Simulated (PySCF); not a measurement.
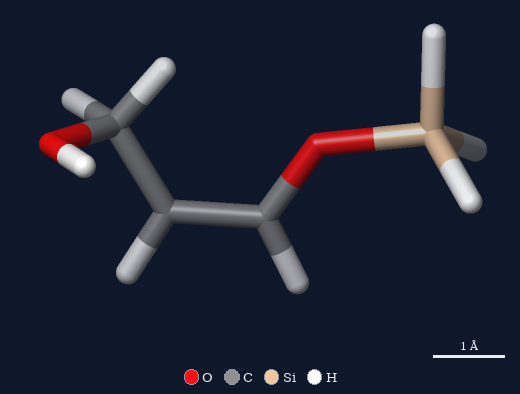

This is the input geometry for a relaxation of C3H8O2Si. The picture is a stick view, seen at a tilt.

The start comes from GFN2-xTB. Its atoms were then displaced at random by about 0.01 Å.

The calculation used PBE0-D3(BJ)/def2-SVP geometry optimisation, gas phase in PySCF.

```xyz
14

O    -2.9024    0.3447    0.5720
C    -1.9101    0.2333   -0.4064
C    -1.0418   -0.9516   -0.1580
C     0.3284   -0.8770   -0.0044
O     0.9762    0.2708   -0.1061
Si    2.5566    0.6413    0.0431
H    -2.5000    0.4573    1.4339
H    -2.4194    0.1199   -1.3586
H    -1.2954    1.1539   -0.4359
H    -1.5184   -1.9053   -0.0418
H     0.8767   -1.7697    0.2063
H     3.0602    0.2532    1.3770
H     2.4556    2.0831   -0.1668
H     3.3266   -0.0690   -0.9620
```

Q: Where does the relaxation end?

A: Over 7 geometry steps the energy falls by 5.74 kcal/mol. The largest move after the best rigid fit is that of H13, 0.36 Å. By element the largest moves are H 0.36 Å, O 0.14 Å, C 0.09 Å, Si 0.04 Å. Some distances before and after: O5–Si6 1.630 → 1.678 Å, C3–C4 1.381 → 1.337 Å, Si6–H14 1.452 → 1.494 Å, C4–O5 1.322 → 1.354 Å. Bond angles that change, for instance: O5–Si6–H13 98.3° → 105.7°, C4–O5–Si6 131.7° → 125.7°, H13–Si6–H14 114.8° → 110.9°.

History of the run:

```csv
step,"E − E(0), kcal/mol"
0,0.00
1,-5.44
2,-5.63
3,-5.63
4,-5.70
5,-5.72
6,-5.74
7,-5.74
```

The structure at the end:

```xyz
14

O    -3.0046    0.2748    0.5785
C    -1.9766    0.2204   -0.3820
C    -1.0297   -0.9098   -0.1355
C     0.2975   -0.7920   -0.0256
O     0.9448    0.3891   -0.1657
Si    2.5924    0.6339    0.0359
H    -2.5829    0.3503    1.4410
H    -2.4815    0.0820   -1.3529
H    -1.4113    1.1686   -0.4471
H    -1.4616   -1.9067   -0.0083
H     0.9260   -1.6701    0.1780
H     3.0079    0.2354    1.4146
H     2.8116    2.0859   -0.1833
H     3.3608   -0.1770   -0.9554
```

After the run, drawn alike:

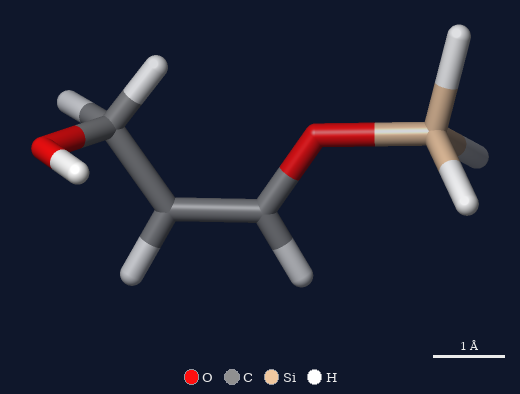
